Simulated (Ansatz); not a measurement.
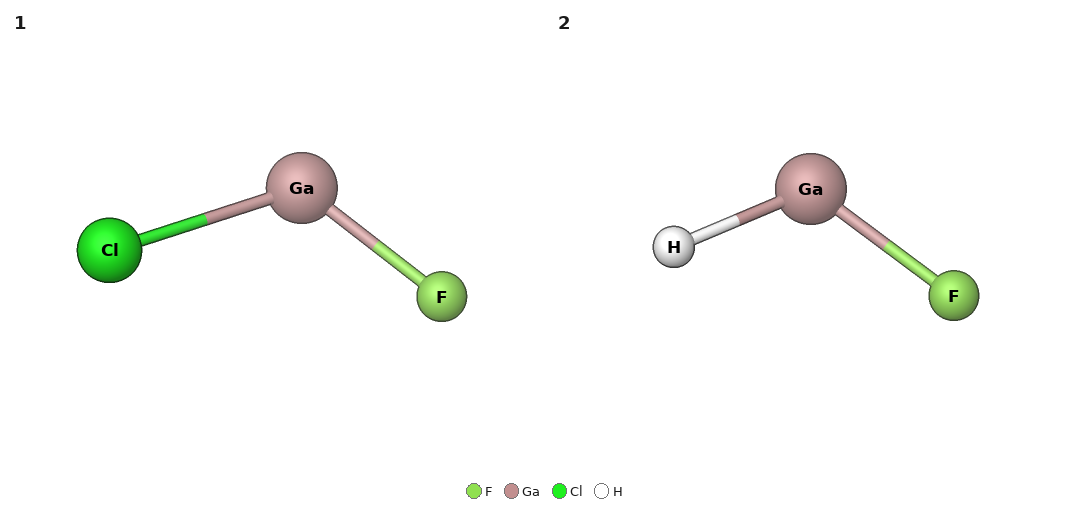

2 molecules with one skeleton, seen from the same side and at one scale. Charge 0, doublet. Computed geometries: PBE0-D4/def2-TZVP optimisations, one conformation each. Properties computed with Ansatz 0.2.0.

One atom differs, called X below: Cl in panel 1, H in panel 2. Their formulas are GaClF (`[F][Ga][Cl]`), FGaH (`[F][GaH]`).

In which is the angle F–Ga–X larger (PBE0-D4/def2-TZVP)?

Answer. In panel 1 (X = Cl).

In which is the length of X–Ga larger (PBE0-D4/def2-TZVP)?

Answer. In panel 1 (X = Cl).

Give the values. With PBE0-D4/def2-TZVP: length of X–Ga (Å), angle F–Ga–X (°), harmonic X–Ga stretching wavenumber (cm⁻¹). With B3LYP-D4/def2-TZVPP: dipole moment (D).

```
                                  quantity  1 (Cl)  2 (H)   2 − 1
                        length of X–Ga (Å)   2.157  1.610  −0.547
                          angle F–Ga–X (°)   117.7  114.1    −3.6
                         dipole moment (D)    2.10   2.23   +0.13
harmonic X–Ga stretching wavenumber (cm⁻¹)     396   1721   +1325
```
